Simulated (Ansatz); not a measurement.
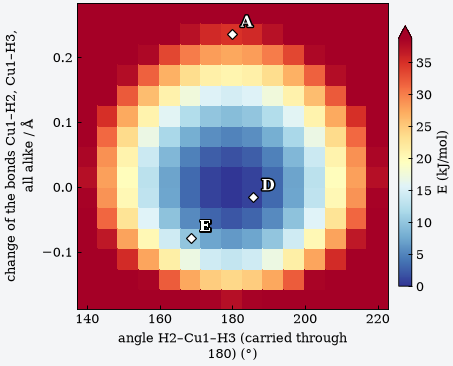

[CuH2]-, charge −1. Coordinates scanned: (1) angle H2–Cu1–H3 (carried through 180); (2) change of the bonds Cu1–H2, Cu1–H3, all alike. Nothing is relaxed (all other coordinates rigid). Grid: 15 × 15 points; 120 points were computed and 105 follow by symmetry. Points are written as (first, second). All energies are given in kJ/mol relative to the lowest grid point. All numbers below come from RKS PBE0-D4/def2-TZVPD in Ansatz.

In the figure: one coloured cell a grid point, one colour for all values above the top of the scale, lettered points.

> Is A the lowest point of the computed grid?

No. A lies 34.7 kJ/mol above the lowest grid point, which is at (180.0°, 0.016 Å).

> What kind of point is each of A, E: minimum, saddle, maximum or slope?

A: on a slope; E: on a slope. (In these two coordinates alone; a stationary point may lie a little off the grid point.)
